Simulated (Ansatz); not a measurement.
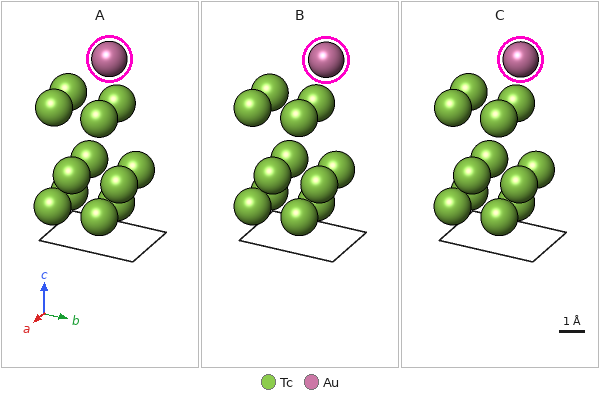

3 geometries from a converged minimum-energy path of Au on Tc(0001) (13 atoms in the cell), shuffled. Style: spheres-only. Shown: the simulation cell, with the vacuum cut short (origin moved), slightly off an axis. The moving atom is ringed, with any periodic copies.

These are results of DFT PBE-D3(BJ), scalar-relativistic, plane waves, PAW (Ansatz 0.2.0), not measurements. Settings: plane-wave cutoff 600 eV; k-point mesh 4 × 4 × 1; Fermi-Dirac smearing 0.05 eV; 4 atoms held fixed; 5 movable images; climbing image; force threshold 0.03 eV/Å; iteration limit 26; optimiser L-BFGS; starting path by image-dependent pair potential.

Question: Which of them lies highest in energy?

Answer: A. In order along the path, whose images run from 0 to 6: B (image 0, 0.000 eV), C (image 1, +0.016 eV), A (image 3, +0.065 eV). The Au atom travels furthest, 1.58 Å from end to end, on a straight line. At the highest image its nearest neighbour (Tc) is 2.65 Å away, against 2.74 Å at the start, and the surrounding atoms stand up to 0.08 Å off the mean of their end positions.

Limits of the set-up: the periodic images lie only 5.5 Å apart, so the values are limited by the cell's size.

The run took 41 min on 4 threads of Arm Neoverse V1, on a shared host, peak memory 5.7 GiB.
